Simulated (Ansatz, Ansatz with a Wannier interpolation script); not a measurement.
**Settings in Wannier-interpolated G0W0: Rb2PdC2 (P-3m1)**

How do the Wannier model and the GW settings move the interpolated bands of Rb2PdC2 (P-3m1)?

Program: Ansatz 0.2.0. Level of theory: maximally localised Wannier functions, LDA, plane waves, PAW; PAW set soft_1. Results are calculated unless marked as measured.

## (1) The starting structure

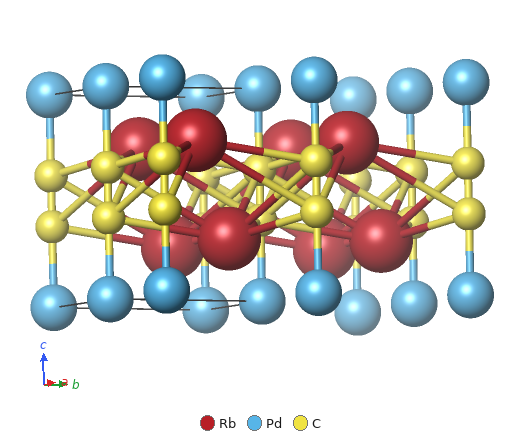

The starting structure, seen slightly off an axis (rubidium red, palladium blue, carbon yellow). 2×2×1 cells are drawn. Some periodic images of atoms are drawn too.

The cell and positions come from the Crystallography Open Database and are kept as given unless a step says otherwise.

## (2) Wannier model on 12×12×8

Localised functions give a small Hamiltonian that interpolates between mesh points at no cost.

Input file input.yaml:

```yaml
crystal:
  lattice:
    - [5.3581, 0.0, 0.0]
    - [-2.67905, 4.640250716, 0.0]
    - [0.0, 0.0, 5.2888]
  atoms:
    - { symbol: Rb, position: [0.3333333333, 0.6666666667, 0.2775] }
    - { symbol: Rb, position: [0.6666666667, 0.3333333333, 0.7225] }
    - { symbol: Pd, position: [0.0, 0.0, 0.0] }
    - { symbol: C, position: [0.0, 0.0, 0.3809] }
    - { symbol: C, position: [0.0, 0.0, 0.6191] }
kpoints:
  mp_grid: { grid: [6, 6, 4] }
hamiltonian:
  xc: lda
  pseudopotentials: { kind: paw, azcp: { folder: soft_1 }, xc_functional: pbe }
scf:
  occupations: { method: fixed }
  n_extra_bands: 69
output:
  wannier:
    kmesh: [12, 12, 8]
    projections:
      - { species: C, l: p, shell: 2 }
      - { species: Pd, l: d, shell: 4 }
      - { species: Rb, l: s, shell: 5 }
    minimise: true
    write_hr: true
    seedname: w
    conv_tol: 1.0e-06
    max_iter: 20000
    stability_check: false
    disentanglement:
      window: [0.44, 16.45]
      frozen_window: [0.44, 8.49]
      conv_tol: 1.0e-08
```

Launch:

```sh
> ansatz run input.yaml --threads 4 --pin off --max-ram 18432MiB --backend cpu --events-out ev --progress --plain --runs-dir out
```

Numbers of over 12 decimals in the logs are rounded to 6 here.

The log of the run:

```text
scf.n_extra_bands = 69 over 22 filled bands (N_el = 44.0): the run solves 91 bands
Engine: ansatz 0.2.0, aarch64-unknown-linux-gnu
Pseudopotentials: kind: paw
Pseudopotential: Rb, paw, valence charge 9, recommended cutoff 420 eV (normal), soft_1/Rb.paw.azcp
Pseudopotential: Pd, paw, valence charge 18, recommended cutoff 420 eV (normal), soft_1/Pd.paw.azcp
Pseudopotential: C, paw, valence charge 4, recommended cutoff 420 eV (normal), soft_1/C.paw.azcp
Functional definition: SPW92
  exchange = slater_x
  correlation = pw_c
Crystal: 5 atoms, lattice volume = 131.495 Å³
Basis set: ecut = 420 eV, 2567 PW (Γ)
Bands: 91, of which v1, the nominal top of the filled ones, is band 22 counted from 1 (21 counted from 0)
Symmetry: 12 space group operations
Space group: P-3m1 (ITA 164), of the structure as read, at distance tolerance 5.1e-5 Å
k-points: 24 of 144
Non-local potential: Rb, projectors of the file, l = 0: 3, l = 1: 2, l = 2: 2
Non-local potential: Pd, projectors of the file, l = 0: 2, l = 1: 2, l = 2: 2, l = 3: 1
Non-local potential: C, projectors of the file, l = 0: 2, l = 1: 2, l = 2: 1
PAW form: soft (Blöchl's): semilocal exchange-correlation on the pseudo side does not see the compensation charge
PAW frozen core: Rb, regenerated for the run's functional, and the local potential with it (the file was generated under x = pbe(κ = 0.804, μ = 0.219515), c = pbe(β = 0.066725))
PAW frozen core: Pd, regenerated for the run's functional, and the local potential with it (the file was generated under x = pbe(κ = 0.804, μ = 0.219515), c = pbe(β = 0.066725))
PAW frozen core: C, regenerated for the run's functional, and the local potential with it (the file was generated under x = pbe(κ = 0.804, μ = 0.219515), c = pbe(β = 0.066725))
PAW one-centre angular grid: Rb, 110 points (default); XC on 64 Gauss nodes
PAW one-centre angular grid: Pd, 590 points (default); XC on 64 Gauss nodes
PAW one-centre angular grid: C, 110 points (default); XC on 64 Gauss nodes
Initial density: superposition of atomic densities (chi_scale 0.1, normalization cell, long waves kept (reshape's long-wave potential 0.00 eV rms))
Initial wavefunctions: pseudopotential atomic-orbital guess
Functional: x = slater, c = lda
SCF iter   1: F=—  HF=-13688.361786 eV  |F-HF|=—  |Δ(HF+E_count)|=         —  Δρ=2.90e-1  dr2=2.12e2  ethr=3.10e-3  ⟨swp⟩=4.1  Hψ=7878  notcnv=0  defer=1592
preconditioner: auto → Resta (q_TF=auto, 2.273 Å⁻¹)  ε∞=1.6  [insulator: Δε(μ)=0.012 eV  Ē_g=23.875 eV  n_scr=20 (ndim 8)  ℏωp=17.7 eV  f_vac=0.000  ε∞_Penn≈1.6]
SCF iter   2: F=—  HF=-13729.673432 eV  |F-HF|=—  |Δ(HF+E_count)|=    4.13e1  Δρ=3.05e-1  dr2=1.83e2  ethr=3.10e-3  ⟨swp⟩=4.0  Hψ=4309  notcnv=0  defer=1573
[...]
SCF iter  11: F=—  HF=-13671.698667 eV  |F-HF|=—  |Δ(HF+E_count)|=   2.52e-6  Δρ=9.08e-6  dr2=2.32e-7  ethr=2.48e-8  ⟨swp⟩=1.4  Hψ=1657  notcnv=0  defer=1496
SCF iter  12: F=-13671.698667 eV  HF=-13671.698667 eV  |F-HF|=2.42e-9  |Δ(HF+E_count)|=   4.48e-8  Δρ=1.39e-6  dr2=3.16e-9  ethr=2.27e-10  ⟨swp⟩=12.6  Hψ=17796  notcnv=0
SCF 1 converged in 12 iterations: F = -13671.698667 eV  dr2 = 3.16e-9
[...]
NSCF: frozen V_eff on 134 k-points
the Wannier pass solved 134 of the 1152 points of its mesh, and has the states at the others by symmetry: states obtained by the crystal's operations at points that were solved too leave a residual of 6.11e-13 eV (read by the count's bands and the next), within 1.11e-5 eV
SCF converged after 12 iterations
Free energy (F): -13671.698667 eV
Harris-Foulkes:  -13671.698667 eV  (|F-HF|=2.42e-9)
Internal energy: -13671.698667 eV  (E = F + TS)
E sigma→0 (E₀):  -13671.698667 eV
Fermi energy:    5.053035 eV
--- Per-component energies (eV) ---
  E_band       = -535.900788
  E_kinetic    = 980.734099
  E_local      = -5055.209115  (includes V_loc(G=0)·N_el)
  E_nonlocal   = 810.005867
  E_hartree    = 1902.936064
  E_xc         = -474.000404
  E_vxc        = -544.770832  (∫ρ·V_xc dr)
  E_paw        = -8923.581755  (= ΣΔE_a)
  E_vpaw       = -532.530538  (= ΣTr[D̂ρ^β])
  E_aug_tail   = 0.000188  (compensation charges beyond the density's cutoff)
  E_ewald      = -2913.932528
  E_core_change = 1.348917  (= ΣΔE_core)
  E_smearing   = -0.000000  (= −TS)
  E_closure    = -0.000000  (closes the sum)
  Σ components = -13671.698667   (vs F -13671.698667, Δ=0.00e0)
--- Band table (eV; the first three rows and the last of 24) ---
  k-point 0: bands = [... 18 lower, 3.2391, 3.6256, 3.9920, 3.9920, 8.6859, 8.7444, 10.0492, 10.0492, ... 65 higher]
  k-point 1: bands = [... 18 lower, 3.9817, 3.9817, 4.2086, 4.2086, 8.4053, 8.4053, 8.5800, 9.3593, ... 65 higher]
  k-point 2: bands = [... 18 lower, 3.9819, 3.9819, 5.0460, 5.0460, 7.4070, 7.4070, 8.6458, 9.5275, ... 65 higher]
  k-point 23: bands = [... 18 lower, 3.9883, 4.3431, 5.0095, 5.0095, 7.1078, 7.1078, 9.6107, 9.6107, ... 65 higher]
Wannier search: line search 1 of at most 20000: gauge-dependent spread (as the search counts it) 173.5470640 Å², largest recent change 1.3e1 Å² against conv_tol 1.0e-6 Å², 0 stops escaped
Wannier search: line search 100 of at most 20000: gauge-dependent spread (as the search counts it) 4.4644814 Å², largest recent change 1.9e-1 Å² against conv_tol 1.0e-6 Å², 0 stops escaped
Wannier search: line search 200 of at most 20000: gauge-dependent spread (as the search counts it) 3.8874804 Å², largest recent change 8.0e-3 Å² against conv_tol 1.0e-6 Å², 0 stops escaped
Wannier search: line search 300 of at most 20000: gauge-dependent spread (as the search counts it) 3.6354421 Å², largest recent change 4.5e-4 Å² against conv_tol 1.0e-6 Å², 0 stops escaped
Wannier search: line search 400 of at most 20000: gauge-dependent spread (as the search counts it) 3.6200537 Å², largest recent change 4.1e-5 Å² against conv_tol 1.0e-6 Å², 0 stops escaped
Wannier search: line search 500 of at most 20000: gauge-dependent spread (as the search counts it) 3.6191458 Å², largest recent change 4.6e-6 Å² against conv_tol 1.0e-6 Å², 0 stops escaped
```

Wall time 2.4 min (4 threads of Arm Neoverse V2, shared host); peak memory 5.1 GiB.

Numbers from this step:

* gauge-invariant spread: 33.83 Å²
* diagonal spread: 0.08377 Å²
* off-diagonal spread: 3.535 Å²
* total spread: 37.45 Å²
* least projectability: 7.68e-9
* localisation steps: 551
* disentanglement steps: 8896
* r.m.s. interpolation error: 0.003806 eV
* r.m.s. error near the gap: 0.001926 eV

Near the gap the model misses directly solved bands by 1.9 meV r.m.s. and by 43 meV at most in the window tested. This tests the starting bands, not the corrections carried with them.

## (3) G0W0: 6×6×4 mesh, 548 empty bands, screening to 150 eV, PAW set soft_1 files

G0W0 replaces the xc potential by the self-energy, built once from these orbitals. Only a window of levels is corrected, while the sums run over the empty bands that the input names.

This step: G0W0 on LDA, plane waves, PAW; PAW set soft_1.

input.yaml, the sections that differ from step 2:

```yaml
scf:
  occupations: { method: fixed }
gw:
  n_empty_bands: 548
  ecut_chi: 150.0
  qp_bands: [v8, c2]
  screening: { model: contour_deformation }
# crystal, kpoints, hamiltonian: as in step 2
# output: removed
```

The log of the run:

```text
[...]
Crystal: 5 atoms, lattice volume = 131.495 Å³
Basis set: ecut = 420 eV, 2567 PW (Γ)
Bands: 27, of which v1, the nominal top of the filled ones, is band 22 counted from 1 (21 counted from 0)
[... 1 set-up line as in the run before ...]
[...]
k-points: 24 of 144
[...]
0    22      3.9922   -30.7905     4.9924   -25.3651  0.6543     3.5492     3.5592  root
[...]
23    21      5.0097   -26.2562     3.0453   -22.8523  0.6959     4.6462     4.6511  root
    23    22      5.0097   -26.2562     3.0453   -22.8523  0.6959     4.6462     4.6511  root
    23    23      7.1079    -6.9495    -3.2789   -10.7628  0.7606     7.6515     7.6422  root
    23    24      7.1079    -6.9495    -3.2789   -10.7628  0.7606     7.6515     7.6422  root
[key lines of the parts left out:]
SCF converged after 11 iterations
Free energy (F): -13671.698667 eV
Fermi energy:    5.053194 eV
```

It took 58 min on 4 threads; peak memory 2.6 GiB; 3.8 h of CPU time.

The G0W0 gap on the mesh is 2.402 eV.

## (4) G0W0: 3×3×2 mesh, 548 empty bands, screening to 150 eV, PAW set soft_1 files

Changes to input.yaml since step 3:

```diff
@@ -12,3 +12,3 @@
 kpoints:
-  mp_grid: { grid: [6, 6, 4] }
+  mp_grid: { grid: [3, 3, 2] }
 hamiltonian:
```

The log of the run:

```text
[...]
Crystal: 5 atoms, lattice volume = 131.495 Å³
Basis set: ecut = 420 eV, 2567 PW (Γ)
Bands: 27, of which v1, the nominal top of the filled ones, is band 22 counted from 1 (21 counted from 0)
[... 1 set-up line as in the run before ...]
[...]
k-points: 6 of 18
[...]
0    22      4.0813   -30.6869     5.0210   -25.2900  0.6437     3.6968     3.7053  root
[...]
5    21      5.1020   -26.7780     3.4980   -22.9423  0.6743     4.7586     4.7644  root
     5    22      5.1020   -26.7780     3.4980   -22.9423  0.6743     4.7586     4.7644  root
     5    23      7.1144    -6.7376    -3.5917   -10.7674  0.7343     7.5609     7.5524  root
     5    24      7.1144    -6.7376    -3.5917   -10.7674  0.7343     7.5609     7.5524  root
[key lines of the parts left out:]
SCF converged after 11 iterations
Free energy (F): -13671.473287 eV
Fermi energy:    5.140424 eV
```

Wall time 97 s (4 threads); peak memory 2.3 GiB; 6.2 min of CPU time.

The G0W0 gap on the mesh is 2.460 eV.

## (5) G0W0: 6×6×4 mesh, 254 empty bands, screening to 90 eV, PAW set soft_1 files

Changes to input.yaml since step 4:

```diff
@@ -12,3 +12,3 @@
 kpoints:
-  mp_grid: { grid: [3, 3, 2] }
+  mp_grid: { grid: [6, 6, 4] }
 hamiltonian:
@@ -19,4 +19,4 @@
 gw:
-  n_empty_bands: 548
-  ecut_chi: 150.0
+  n_empty_bands: 254
+  ecut_chi: 90
   qp_bands: [v8, c2]
```

The log of the run:

```text
[...]
Crystal: 5 atoms, lattice volume = 131.495 Å³
Basis set: ecut = 420 eV, 2567 PW (Γ)
Bands: 27, of which v1, the nominal top of the filled ones, is band 22 counted from 1 (21 counted from 0)
[... 1 set-up line as in the run before ...]
[...]
k-points: 24 of 144
[...]
0    22      3.9922   -30.7905     5.1240   -25.3651  0.6559     3.6861     3.6908  root
[...]
23    21      5.0097   -26.2562     3.2078   -22.8523  0.6999     4.8122     4.8136  root
    23    22      5.0097   -26.2562     3.2078   -22.8523  0.6999     4.8122     4.8136  root
    23    23      7.1079    -6.9495    -3.1772   -10.7628  0.7617     7.7577     7.7440  root
    23    24      7.1079    -6.9495    -3.1772   -10.7628  0.7617     7.7577     7.7440  root
[key lines of the parts left out:]
SCF converged after 11 iterations
Free energy (F): -13671.698667 eV
Fermi energy:    5.053194 eV
```

It took 9.1 min on 4 threads; peak memory 1.1 GiB.

The G0W0 gap on the mesh is 2.325 eV.

## (6) Interpolated results

Times are wall times on 4 threads of Arm Neoverse V2, shared host, good to a factor of about two.

```csv
GW mesh,empty bands,cutoff (eV),frequency,gap on mesh (eV),gap over zone (eV),direct gap (eV),valence width (eV),GW time
6×6×4,548,150,contour deformation,2.402,2.402,2.402,4.717,58 min
3×3×2,548,150,contour deformation,2.460,2.259,2.259,4.736,97 s
6×6×4,254,90,contour deformation,2.325,2.325,2.325,4.701,9.1 min
```

## (7) Outcome

| Item | Value |
| --- | --- |
| 6×6×4 mesh, 548 empty bands, screening to 150 eV, PAW set soft_1 files | 2.40 eV |
| 3×3×2 mesh, 548 empty bands, screening to 150 eV, PAW set soft_1 files | 2.26 eV |
| 6×6×4 mesh, 254 empty bands, screening to 90 eV, PAW set soft_1 files | 2.33 eV |

In words: The largest change, −0.14 eV in the gap over the zone, comes with 3×3×2 mesh, 548 empty bands, screening to 150 eV, PAW set soft_1 files. The first run is a reference, not a converged one, and where a row moves several settings no single cause can be named. Rows on another GW mesh add that mesh's corrections to the bands of the one model. With 3×3×2 mesh, 548 empty bands, screening to 150 eV, PAW set soft_1 files the gap over the zone moves by −0.14 eV and that on the mesh by +0.06 eV. With 6×6×4 mesh, 254 empty bands, screening to 90 eV, PAW set soft_1 files the gap over the zone moves by −0.08 eV and that on the mesh by −0.08 eV. Gaps over the zone and on the mesh differ where an edge lies off the mesh, or where a GW run starts from another density: the starting gap over the zone is 1.536 eV, on the GW meshes it is 1.536 eV and 1.680 eV. The runs have no spin polarisation. For a closed low-spin shell that is the natural state; where a d or f shell is open it is a constraint, and the gap is then not the crystal's own. With d states at the gap, one-shot GW leans hard on its start. The many-body steps are scalar-relativistic: spin-orbit coupling is not in them.

[Paths, hosts, dates, memory and timing lines, banners, echoed tables and standing remarks are left out of the program output.]

[Logs are printed without paths, hosts, clocks, repeated set-up lines and the standing remarks that a program may print on its own settings, such as how far it seeks lower states.]

[Runs of the session that timed out or met a known fault of the program may be left out.]

[Hosts, paths, dates, database ids (printed as entryN), source tags and the programs' standing remarks are cut or masked in the printed files.]
